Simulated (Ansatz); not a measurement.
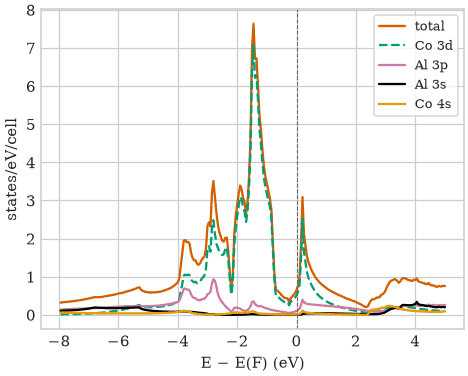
Total and projected density of states of AlCo (CsCl type, Pm-3m), PBE in the plane-wave PAW code Ansatz

**Question.** Which orbitals carry the states next to the Fermi level?

**Answer.** Within 0.5 eV of the Fermi level: Co 3d 77 %, Al 3p 16 %. Projections are on Löwdin-orthogonalised atomic valence shells; empty p or d shells of many metals are not among them.

**Question.** Where is the tallest occupied peak in this window, and what makes it?

**Answer.** Near -1.4 eV, about 7.6 states/eV per cell; the largest projected share is Co 3d.

Symmetry was held in the PBE relaxation; phonons on a q-mesh show no instability. The run is not spin-polarised.

Potentials: the later of the program's two PAW sets.
